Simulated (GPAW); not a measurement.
Band structure of TbAl (Pm-3m, 2 atoms in the cell).

```xyz
2
Lattice="3.6018 0.0000 0.0000 0.0000 3.6018 0.0000 0.0000 0.0000 3.6018" Properties=species:S:1:pos:R:3 pbc="T T T"
Tb     1.8009     1.8009     1.8009
Al     0.0000     0.0000     0.0000
```
Moments meant for the start (each program seeds them in its own way; μB, in the order of the atoms Tb Al): 6.0 0.0.

Method: LDA (Perdew-Wang 92), GPAW PAW datasets LDA (gpaw-data 1.0.1) (plane waves; GPAW 25.7.0).

Settings: spinpol = true; mode = pw; ecut = 800 eV; xc = LDA; kpts = 7 7 7; mesh shift (steps) = 0 0 0; occupations.name = methfessel-paxton; occupations.width = 0.2 eV; occupations.order = 0; nbands = -6; convergence.forces = 0.001 eV/Å; symmetry.symmorphic = false; symmetry.tolerance = 0.0005; maxiter = 120.

The starting cell comes from a database of computed structures (which also holds hypothetical and non-ambient phases and stackings), without a prior relaxation at this level. Spin-orbit coupling is off. With one magnetic atom in the cell only a parallel order is possible. With U or open f shells several self-consistent states can exist. The f electrons are in the valence without U or exact exchange, which can misplace them near the Fermi level. Spin-orbit terms, which matter for f shells, are left out.

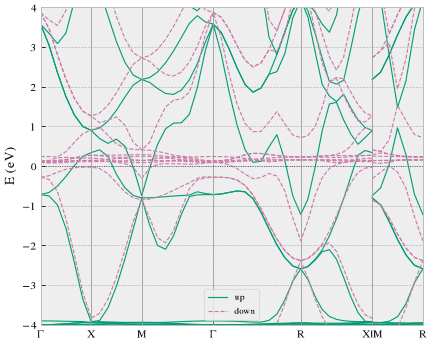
Figure: Bands along the path, energies from the Fermi level.

Levels in eV from the Fermi level, bands 11 to 18 of the first spin channel:
```
point     11     12     13     14     15    16    17    18
-----  -----  -----  -----  -----  -----  ----  ----  ----
Γ      -4.00  -3.91  -0.72  -0.72   3.58  3.58  3.58  4.22
X      -3.95  -3.95  -3.92   0.34   0.90  0.90  4.74  5.53
M      -3.95  -3.94  -0.80  -0.80  -0.75  2.18  2.18  5.50
R      -3.96  -2.59  -2.59  -2.59  -1.22  4.19  4.19  4.19
```

Bands cross the Fermi level along this path, so the cell is metallic at this level.

The net moment of the cell came out as 5.89 μB.
